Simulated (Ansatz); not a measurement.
# [BH4]− (SMILES [H][B-]([H])([H])[H]) at B2PLYP/6-31G

Aim: the vertical ionisation energy of [BH4]− at B2PLYP/6-31G, from 2 runs. 

Program for the calculation: Ansatz 0.2.0.

### Step 1. The structure to begin with

[BH4]− has 5 atoms, charge -1, and is taken as a singlet. SMILES: `[H][B-]([H])([H])[H]`. Geometry: relaxed at GFN2-xTB.

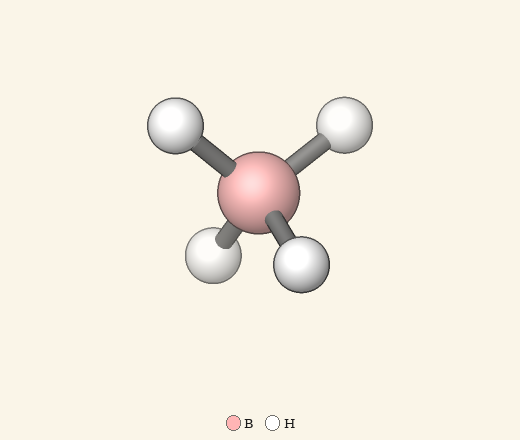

Viewed from a chosen angle; boron pink, hydrogen white.

### Step 2. The energy at B2PLYP/6-31G

The input, job.yaml:

```yaml
basis:
  gaussian: {orbitals: 6-31G}
crystal:
  periodic: [false, false, false]
  atoms:
    - symbol: B
      position_ang: [0.000000, -0.000190, -0.000050]
    - symbol: H
      position_ang: [0.011880, -0.020580, 1.229120]
    - symbol: H
      position_ang: [1.154650, 0.011840, -0.420810]
    - symbol: H
      position_ang: [-0.587600, 1.007810, -0.387560]
    - symbol: H
      position_ang: [-0.578930, -0.998880, -0.420690]
total_charge: -1
hamiltonian: {xc: {name: B2PLYP}}
correlation: {frozen_orbitals: {B: 1, H: 0}}
accuracy: high
```

On the command line:

```sh
$ ansatz run job.yaml --threads 1 --pin off --max-ram 2610MiB --events-out events.jsonl --progress --plain --runs-dir runs
```

Output:

```text
Warning: RAYON_NUM_THREADS=1 ignored (pool sized by the plan → 1); use --threads N
Functional definition: B2PLYP
  name "B2PLYP"
  parameter a = 0.53
  parameter c = 0.27
  exchange = (1 - a)*b88_x + a*exact_x
  correlation = (1 - c)*lyp_c + c*(mp2_os + mp2_ss)
413 factors; integrals over basis functions are off by at most 2.7e-9 eV
mean field evaluation 1: about -738.2214 eV, gradient 5.6e0 eV
mean field evaluation 2: about -738.2173 eV, gradient 5.5e0 eV
mean field evaluation 4: about -738.3625 eV, gradient 5.7e-1 eV
mean field evaluation 8: about -738.3636 eV, gradient 1.2e-4 eV
mean field -738.36358571 eV, -27.1343612939 hartree, gradient 1.5e-8 eV, S^2 0.000000; 0 other end points of the search recorded, 0 dependent functions left out
1 core orbitals not correlated: weight in the atoms' cores, before any rotation towards them, 1.000 or more for the frozen orbitals, at most 0.000 for the correlated occupied ones
reference -738.36360221 eV, -27.1343619004 hartree; 4, 4 occupied and 12, 12 virtual orbitals, 413 factors
second order -2.60319448 eV of doubles, -0.00000000 eV of singles
Total energy: -739.06646472 eV, -27.1601916212 hartree
```

It took 0.78 s on 1 thread of Arm Neoverse V2, shared host; peak memory 0.098 GiB.

### Step 3. Doublet neutral BH4

The input, run.yaml:

```yaml
crystal:
  periodic: [false, false, false]
  atoms:
    - {symbol: B, position_ang: [0.000000, -0.000190, -0.000050]}
    - {symbol: H, position_ang: [0.011880, -0.020580, 1.229120]}
    - {symbol: H, position_ang: [1.154650, 0.011840, -0.420810]}
    - {symbol: H, position_ang: [-0.587600, 1.007810, -0.387560]}
    - {symbol: H, position_ang: [-0.578930, -0.998880, -0.420690]}
basis:
  gaussian: {orbitals: 6-31G}
magnetization: {spin_polarized: true, initial_magnetization: 1}
hamiltonian: {xc: {name: B2PLYP}}
correlation: {frozen_orbitals: {B: 1, H: 0}}
accuracy: high
```

On the command line:

```sh
$ ansatz run run.yaml --threads 1 --pin off --max-ram 2610MiB --events-out events.jsonl --progress --plain --runs-dir runs
```

Output:

```text
Warning: RAYON_NUM_THREADS=1 ignored (pool sized by the plan → 1); use --threads N
Functional definition: B2PLYP
  name "B2PLYP"
  parameter a = 0.53
  parameter c = 0.27
  exchange = (1 - a)*b88_x + a*exact_x
  correlation = (1 - c)*lyp_c + c*(mp2_os + mp2_ss)
409 factors; integrals over basis functions are off by at most 2.7e-9 eV
mean field evaluation 1: about -733.8416 eV, gradient 8.6e0 eV
mean field evaluation 2: about -733.8369 eV, gradient 8.6e0 eV
mean field evaluation 4: about -734.4200 eV, gradient 7.6e-1 eV
mean field evaluation 8: about -734.4273 eV, gradient 2.3e-2 eV
mean field evaluation 16: about -734.4266 eV, gradient 3.9e-2 eV
mean field evaluation 32: about -734.4081 eV, gradient 1.4e0 eV
mean field evaluation 64: about -734.4095 eV, gradient 1.3e0 eV
mean field -734.42925374 eV, -26.9897772610 hartree, gradient 9.1e-8 eV, S^2 0.755885; 4 other end points of the search recorded, 0 dependent functions left out
1 core orbitals not correlated: weight in the atoms' cores, before any rotation towards them, 1.000 or more for the frozen orbitals, at most 0.000 for the correlated occupied ones
reference -734.42927165 eV, -26.9897779190 hartree; 4, 3 occupied and 12, 13 virtual orbitals, 409 factors
second order -2.25227618 eV of doubles, -0.00000000 eV of singles
Total energy: -735.03738622 eV, -27.0121257173 hartree
```

Wall time 4.2 s (1 thread of Arm Neoverse V2, shared host); peak memory 0.12 GiB.

### Step 4. Outcome

At B2PLYP/6-31G, 1 core orbital frozen:

| quantity | value |
| --- | --- |
| singlet [BH4]−: total energy | -27.16019 Eh |
| doublet neutral BH4: total energy | -27.01213 Eh |
| doublet neutral BH4: ⟨S²⟩ | 0.756 |
| vertical detachment energy (to the doublet neutral) | 4.029 eV |

In words: The vertical ionisation energy comes to 4.03 eV (389 kJ/mol).
